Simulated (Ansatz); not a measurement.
## HfGe (model cell, started as NiAs type): relaxing the cell for a phonon run

Task: relax HfGe (model cell, started as NiAs type) tightly.

Calculated with Ansatz 0.2.0; DFT PBEsol, scalar-relativistic, plane waves, PAW.

The structure was built from a prototype and need not be the compound's stable phase.

### Step 1. Set-up

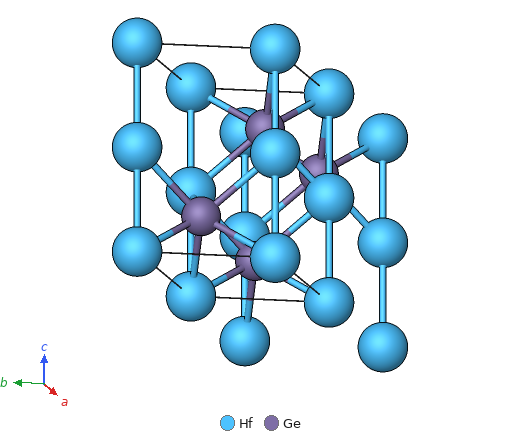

The starting structure, seen from a free direction (hafnium blue, germanium purple). 2×1×1 cells are drawn. Some periodic images of atoms are drawn too.

### Step 2. Probe on a coarse mesh

A quick single point on a coarse mesh tells whether the cell has a gap and how far it is from rest, which sets the k mesh and smearing that follow.

input.yaml reads:

```yaml
crystal:
  lattice:
    - [3.71754, 0.0, 0.0]
    - [-1.85877, 3.21949, 0.0]
    - [0.0, 0.0, 5.94807]
  atoms:
    - { symbol: Hf, position: [0.0, 0.0, 0.0] }
    - { symbol: Hf, position: [0.0, 0.0, 0.5] }
    - { symbol: Ge, position: [0.333333, 0.666667, 0.25] }
    - { symbol: Ge, position: [0.666667, 0.333333, 0.75] }
kpoints:
  mp_grid: { grid: [6, 6, 4] }
hamiltonian:
  xc: pbesol
scf:
  occupations: { method: gaussian, width: 0.1 }
output:
  forces: true
  stress: true
  eigenvalues: true
```

Launch:

```
> ansatz run input.yaml --threads 4 --pin off --max-ram 7168MiB --backend cpu --events-out ev --progress --plain --runs-dir out
```

Numbers of over 12 decimals in the logs are rounded to 6 here.

The log of the run:

```text
[...]
k-point 0: bands = [... 36 lower, 15.6270, 16.5552, 18.4655, 18.4655, 19.0954, 19.0954, 20.9551, 20.9551, ... 4 higher]
  k-point 1: bands = [... 36 lower, 15.9296, 16.6480, 18.0841, 18.0841, 18.7749, 18.7749, 20.3762, 20.8165, ... 4 higher]
  k-point 2: bands = [... 36 lower, 16.7956, 16.7956, 16.7956, 16.7956, 19.6560, 19.6560, 19.6560, 19.6560, ... 4 higher]
  k-point 20: bands = [... 36 lower, 15.1833, 15.1833, 16.2864, 16.2864, 19.2863, 19.2863, 20.4243, 20.4243, ... 4 higher]
[key lines of the parts left out:]
SCF converged after 8 iterations
Free energy (F): -39704.196825 eV
Fermi energy:    17.737022 eV
P = ⅓ Tr σ = 23.4808 GPa (234.808 kbar)
```

Run time: 4 s. Hardware: 4 threads of Arm Neoverse N1, shared host; peak memory 0.41 GiB; 8.6 s of CPU time.

This step gave:

```yaml
pressure: 23.48 GPa
volume_per_atom: 17.80 Å³
gap_on_the_k_mesh: 0 eV
```

The coarse mesh shows no gap and a pressure of 23.5 GPa.

### Step 3. Rough relaxation

A rough relaxation comes first, because large forces or stress need no tight tolerances yet.

Edit input.yaml of step 2 so:

```diff
@@ -20 +20,6 @@
   eigenvalues: true
+relax:
+  adjacent_minimum: "off"
+  f_tol: 0.05
+  max_steps: 80
+  cell: { stress_tol: 0.5 }
```

The log of the run:

```text
[...]
Crystal: 4 atoms, lattice volume = 71.190 Å³
Basis set: ecut = 420 eV, 1387 PW (Γ), exchange–correlation on 50×50×80 points (8 copies of the dense FFT grid, shifted against one another)
Bands: 48, of which v1, the nominal top of the filled ones, is band 40 counted from 1 (39 counted from 0)
Symmetry: 24 space group operations
[...]
F+E_penalty+E_count = -39705.12455650 eV   max|allowed force component| = 7.170e-17 eV/Å   (the final SCF, on the basis selected at the relaxed cell)
  cell:  # Å, volume = 81.0339 Å³
    - [3.762241, 0, 0.0]
    - [-1.881120, 3.258196, 0.0]
    - [0.0, 0.0, 6.610634]
  atoms:
    - { symbol: Hf, position: [0, 0, 0] }
    - { symbol: Hf, position: [0, 0, 0.5] }
    - { symbol: Ge, position: [0.333333, 0.666667, 0.25] }
    - { symbol: Ge, position: [0.666667, 0.333333, 0.75] }
[key lines of the parts left out:]
SCF converged after 5 iterations
Free energy (F): -39705.124556 eV
Fermi energy:    15.569864 eV
P = ⅓ Tr σ = 0.0011 GPa (0.011 kbar)
```

The job ended after 27 s (4 threads; peak memory 0.45 GiB).

Relaxation path:

```csv
step,energy less that of the first step (eV),largest force component (eV/Å),pressure (GPa),volume (Å³)
1,0.0000,0.0000,23.48,71.19
2,-0.7246,0.0000,7.99,77.33
3,-0.9121,0.0000,1.89,79.95
4,-0.9211,0.0000,0.21,80.86
5*,-0.9272,0.0000,0.33,80.86
6,-0.9277,0.0000,0.00,81.03
7*,-0.9277,0.0000,0.00,81.03
```

Relaxation steps marked * repeat the geometry before them on a plane-wave basis chosen anew for their cell, so energy and pressure can jump there.

The run keeps the 24 symmetry operations that it works with, so distortions that break them were not tested.

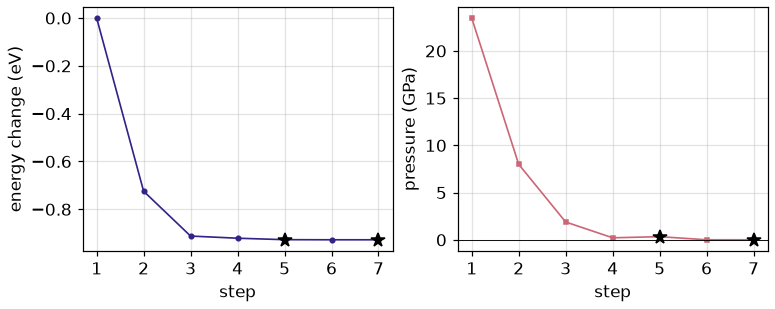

Energy and pressure along the relaxation. Stars mark steps on a basis chosen anew.

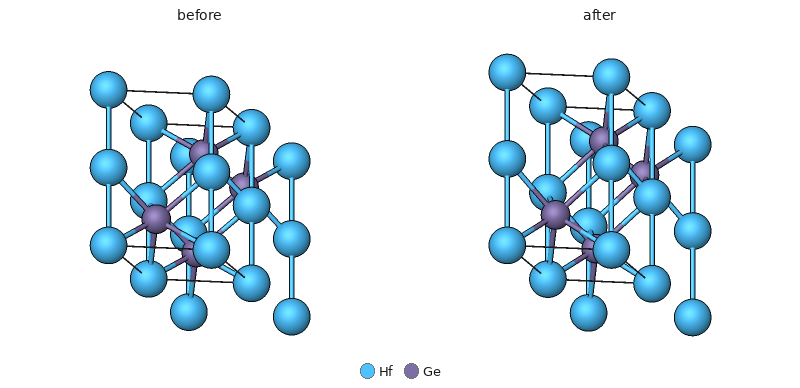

The structure before and after the relaxation, drawn at the same scale.

```csv
"conventional cell, symmetrised",before,after,change
a (Å),3.718,3.762,+1.2 %
b (Å),3.718,3.762,+1.2 %
c (Å),5.948,6.611,+11.1 %
volume (Å³/atom),17.80,20.26,+13.8 %
```

The relaxed structure:

```xyz
4
Lattice="3.7622 0.0000 0.0000 -1.8811 3.2582 0.0000 0.0000 0.0000 6.6106" Properties=species:S:1:pos:R:3 pbc="T T T"
Hf    0.0000    0.0000    0.0000
Hf    0.0000    0.0000    3.3053
Ge    0.0000    2.1721    1.6527
Ge    1.8811    1.0861    4.9580
```

This step gave:

* pressure: 0.001138 GPa
* volume per atom: 20.26 Å³

In this step the volume went from 17.80 to 20.26 Å³/atom.

### Step 4. Relaxation

Harmonic phonons are second derivatives at a point where the forces vanish, and they are wanted at zero stress, so atoms and cell are relaxed first.

input.yaml, the sections that differ from step 3:

```yaml
crystal:
  lattice:
    - [3.7622406635, 0.0, 0.0]
    - [-1.8811203318, 3.2581959898, 0.0]
    - [0.0, 0.0, 6.6106337256]
  atoms:
    - { symbol: Hf, position: [0.0, 0.0, 0.0] }
    - { symbol: Hf, position: [0.0, 0.0, 0.5] }
    - { symbol: Ge, position: [0.3333333333, 0.6666666667, 0.25] }
    - { symbol: Ge, position: [0.6666666667, 0.3333333333, 0.75] }
kpoints:
  mp_grid: { grid: [12, 12, 6] }
relax:
  adjacent_minimum: "off"
  f_tol: 0.005
  max_steps: 80
  cell: { stress_tol: 0.05 }
# hamiltonian, scf, output: as in step 3
```

The log of the run:

```text
[...]
Crystal: 4 atoms, lattice volume = 81.034 Å³
Basis set: ecut = 420 eV, 1583 PW (Γ), exchange–correlation on 54×54×90 points (8 copies of the dense FFT grid, shifted against one another)
Bands: 48, of which v1, the nominal top of the filled ones, is band 40 counted from 1 (39 counted from 0)
[... 1 set-up line as in the run before ...]
[...]
k-points: 76 of 864
[...]
SCF iter   1: F=—  HF=-39705.149552 eV  |F-HF|=—  |Δ(HF+E_count)|=         —  Δρ=3.23e-3  dr2=1.05e-2  ethr=1.77e-3  ⟨swp⟩=5.4  Hψ=11098  notcnv=0  defer=5
[...]
SCF iter   8: F=-39705.145748 eV  HF=-39705.145748 eV  |F-HF|=9.52e-9  |Δ(HF+E_count)|=   1.56e-7  Δρ=4.65e-6  dr2=2.89e-8  ethr=1.25e-10  ⟨swp⟩=8.3  Hψ=14762  notcnv=0
SCF 1 converged in 8 iterations: F = -39705.145748 eV  dr2 = 2.89e-8
[...]
relax step   1: F+E_penalty+E_count = -39705.14574769 eV  Δ(F+E_penalty+E_count) = +0.000e0 eV  max|allowed force component| = 5.089e-17 eV/Å  Δτ_max = 0.0000 Å  P = -0.078 GPa  Ω = 81.034 Å³  (8 SCF iters, dr2 threshold 1.00e-7 eV, accepted)
Crystal: 4 atoms, lattice volume = 80.894 Å³
[...]
SCF iter   6: F=-39705.145770 eV  HF=-39705.145770 eV  |F-HF|=6.10e-9  |Δ(HF+E_count)|=   2.80e-8  Δρ=3.31e-6  dr2=7.24e-9  ethr=3.34e-11  ⟨swp⟩=4.5  Hψ=13037  notcnv=0
SCF 2 converged in 6 iterations: F = -39705.145770 eV  dr2 = 7.24e-9
relax step   2: F+E_penalty+E_count = -39705.14577034 eV  Δ(F+E_penalty+E_count) = -2.264e-5 eV  max|allowed force component| = 6.014e-17 eV/Å  Δτ_max = 0.0000 Å  P = +0.090 GPa  Ω = 80.894 Å³  energy of the carried Pulay correction = +2.724e-5 eV  (6 SCF iters, dr2 threshold 2.67e-8 eV, rejected (line search))
Crystal: 4 atoms, lattice volume = 80.969 Å³
[...]
SCF iter   8: F=-39705.145787 eV  HF=-39705.145787 eV  |F-HF|=2.91e-11  |Δ(HF+E_count)|=  2.91e-11  Δρ=1.54e-7  dr2=1.69e-11  ethr=1.00e-12  ⟨swp⟩=3.0  Hψ=13326  notcnv=0
SCF 3 converged in 8 iterations: F = -39705.145787 eV  dr2 = 1.69e-11
relax step   3: F+E_penalty+E_count = -39705.14578743 eV  Δ(F+E_penalty+E_count) = -3.974e-5 eV  max|allowed force component| = 4.395e-17 eV/Å  Δτ_max = 0.0000 Å  P = -0.001 GPa  Ω = 80.969 Å³  energy of the carried Pulay correction = +1.264e-5 eV  (8 SCF iters, accepted)
[...]
SCF iter   4: F=-39705.145776 eV  HF=-39705.145776 eV  |F-HF|=1.46e-11  |Δ(HF+E_count)|=  8.22e-10  Δρ=8.10e-8  dr2=3.96e-12  ethr=1.00e-12  ⟨swp⟩=6.1  Hψ=16405  notcnv=0
SCF 4 converged in 4 iterations: F = -39705.145776 eV  dr2 = 3.96e-12
relax step   4: F+E_penalty+E_count = -39705.14577633 eV  Δ(F+E_penalty+E_count) = +1.110e-5 eV  max|allowed force component| = 2.776e-17 eV/Å  Δτ_max = 0.0000 Å  P = -0.001 GPa  Ω = 80.969 Å³  stress off target by 2.40e-3 GPa  SCF on the basis re-selected at this cell (its energy is not comparable with the rows above)  (4 SCF iters)
basis re-selected at this cell: Δ(F+E_penalty+E_count) = +1.110e-5 eV, ΔP = +0.000 GPa vs the last step (what re-selecting the basis moved, of the pressure what is left beyond the Pulay correction that the steps carried, after the strain that the cell walked since its last selection, with what the two solves' SCF thresholds leave and, on support functions, any second-order correction that the steps lacked; it is no m [...]
SCF converged after 4 iterations
Free energy (F): -39705.145776 eV
[...]
Internal energy: -39705.141093 eV  (E = F + TS)
E sigma→0 (E₀):  -39705.143435 eV
Entropy (-TS):   -0.004683 eV (-1.171 meV/atom)
Fermi energy:    15.624655 eV
[...]
--- Stress (GPa, compression-positive) ---
       -0.000696      -0.000000      -0.000000
       -0.000000      -0.000696      -0.000000
       -0.000000      -0.000000      -0.002404
  P = ⅓ Tr σ = -0.0013 GPa (-0.013 kbar)
--- Band table (eV; the first three rows and the last of 76) ---
  k-point 0: bands = [... 36 lower, 13.9758, 14.4838, 16.5045, 16.5045, 16.5386, 16.5386, 17.5489, 18.4409, ... 4 higher]
  k-point 1: bands = [... 36 lower, 14.0787, 14.3609, 16.1715, 16.1715, 16.5975, 16.5975, 17.3188, 18.2680, ... 4 higher]
  k-point 2: bands = [... 36 lower, 14.3819, 14.3819, 15.4984, 15.4984, 16.8694, 16.8694, 17.2511, 17.8068, ... 4 higher]
  k-point 75: bands = [... 36 lower, 12.6729, 12.6729, 13.7448, 13.7448, 16.5615, 16.5615, 18.0554, 18.0554, ... 4 higher]
--- Relaxed structure (3 steps of the walk, 2 accepted, 1 SCFs on fresh bases) ---
[...]
cell:  # Å, volume = 80.9689 Å³
    - [3.760138, 2.8851468756725252e-11, 0.0]
    - [-1.880069, 3.256375, 0.0]
    - [0.0, 0.0, 6.612720]
  atoms:
    - { symbol: Hf, position: [0, 0, 0.0] }
    - { symbol: Hf, position: [0, 0, 0.500000] }
    - { symbol: Ge, position: [0.333333, 0.666667, 0.250000] }
    - { symbol: Ge, position: [0.666667, 0.333333, 0.75] }
```

It took 46 s on 4 threads; peak memory 0.58 GiB.

Little changed from the start: no atom moved by 0.005 Å and no cell edge by 0.1 %.

Numbers from this step:

```yaml
pressure: -0.001266 GPa
volume_per_atom: 20.24 Å³
```

In this step the volume went from 20.26 to 20.24 Å³/atom.

### Step 5. Tight relaxation

Phonons need a cell at rest on their own settings, so the relaxation is repeated with tight tolerances on forces and stress on the k mesh and occupations of the first response run.

input.yaml reads:

```yaml
crystal:
  lattice:
    - [3.7601375226, 0.0, 0.0]
    - [-1.8800687613, 3.2563746163, 0.0]
    - [0.0, 0.0, 6.6127199039]
  atoms:
    - { symbol: Hf, position: [0.0, 0.0, 0.0] }
    - { symbol: Hf, position: [0.0, 0.0, 0.5] }
    - { symbol: Ge, position: [0.3333333333, 0.6666666667, 0.25] }
    - { symbol: Ge, position: [0.6666666667, 0.3333333333, 0.75] }
kpoints:
  mp_grid: { grid: [12, 12, 6] }
hamiltonian:
  xc: pbesol
scf:
  occupations: { method: methfessel_paxton, width: 0.15 }
output:
  forces: true
  stress: true
  eigenvalues: true
  write_density: true
  write_potential: true
  elf: true
  volumetric_format: npy
relax:
  adjacent_minimum: "off"
  f_tol: 0.001
  max_steps: 60
  cell: { stress_tol: 0.01 }
```

The log of the run:

```text
[...]
Crystal: 4 atoms, lattice volume = 80.969 Å³
Basis set: ecut = 420 eV, 1583 PW (Γ), exchange–correlation on 54×54×90 points (8 copies of the dense FFT grid, shifted against one another)
Bands: 48, of which v1, the nominal top of the filled ones, is band 40 counted from 1 (39 counted from 0)
[... 1 set-up line as in the run before ...]
[...]
k-points: 76 of 864
[...]
--- Relaxed structure (3 steps of the walk, 2 accepted, 1 SCFs on fresh bases) ---
[...]
cell:  # Å, volume = 80.9814 Å³
    - [3.761366, 0, 0.0]
    - [-1.880683, 3.257438, 0]
    - [0, 0, 6.609427]
  atoms:
    - { symbol: Hf, position: [0, 0, 0] }
    - { symbol: Hf, position: [0, 0, 0.5] }
    - { symbol: Ge, position: [0.333333, 0.666667, 0.25] }
    - { symbol: Ge, position: [0.666667, 0.333333, 0.75] }
[key lines of the parts left out:]
SCF converged after 4 iterations
Free energy (F): -39705.142458 eV
Fermi energy:    15.635459 eV
P = ⅓ Tr σ = -0.0031 GPa (-0.031 kbar)
```

Run time: 49 s. Hardware: 4 threads; peak memory 0.58 GiB; 2.4 min of CPU time.

Little changed from the start: no atom moved by 0.005 Å and no cell edge by 0.1 %.

This step gave:

```yaml
pressure: -0.003089 GPa
volume_per_atom: 20.25 Å³
```

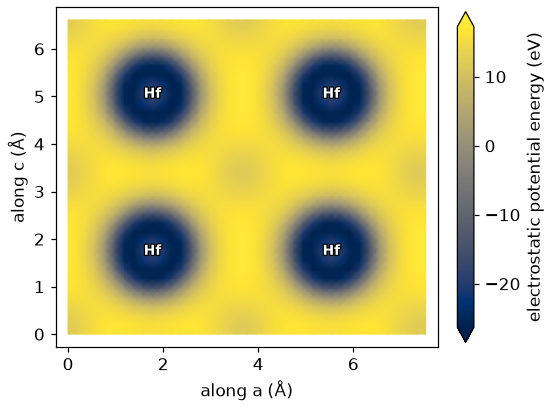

Electrostatic potential energy in the ac plane at fractional y = 0.000, with atoms of Hf within 0.2 Å of it. With pseudopotentials it is smooth inside the atoms' cores, unlike the true potential. The map starts off the cell's origin, so that atoms lie inside it.

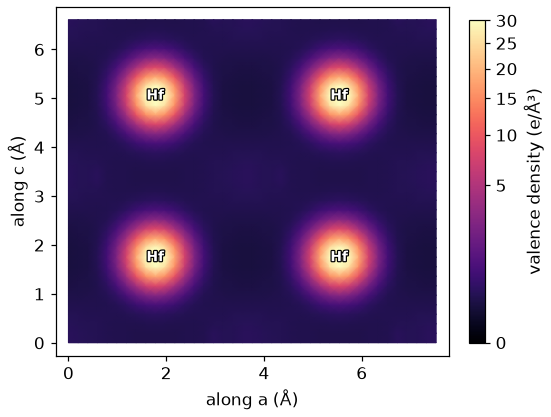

Valence density in the ac plane at fractional y = 0.000, with atoms of Hf within 0.2 Å of it. It is the smooth field of the valence electrons, not physical close to the nuclei. The map starts off the cell's origin, so that atoms lie inside it. The colour scale is stretched toward low values.

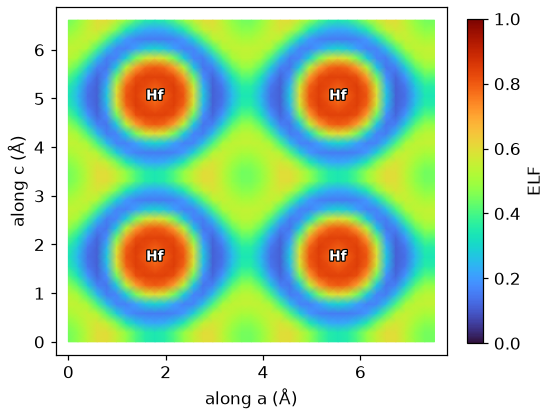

ELF in the ac plane at fractional y = 0.000, with atoms of Hf within 0.2 Å of it. It is the smooth field of the valence electrons, not physical close to the nuclei. The map starts off the cell's origin, so that atoms lie inside it.

The forces vanish by symmetry and the pressure is -0.003 GPa, within the tolerances set. The cell now holds 20.25 Å³/atom.

### Step 6. Results

- space group after relaxation (within 0.01 Å): P6_3/mmc
- lattice constant a: 3.761 Å
- lattice constant b: 3.761 Å
- lattice constant c: 6.609 Å
- volume per atom: 20.2 Å³

The forces vanish by symmetry and the pressure is -0.003 GPa, within the tolerances set. The cell now holds 20.25 Å³/atom. The relaxation keeps the symmetry of its start, so it says nothing on stability against lower symmetry. Spin-orbit coupling is left out, which can matter for the heavy elements here. The starting cell was built on a prototype and not taken from a measurement, so the phase need not exist.

[Logs are printed without paths, hosts, clocks, repeated set-up lines and the standing remarks that a program may print on its own settings, such as how far it seeks lower states.]

[Hosts, paths, dates, database ids (printed as entryN), source tags and the programs' standing remarks are cut or masked in the printed files.]
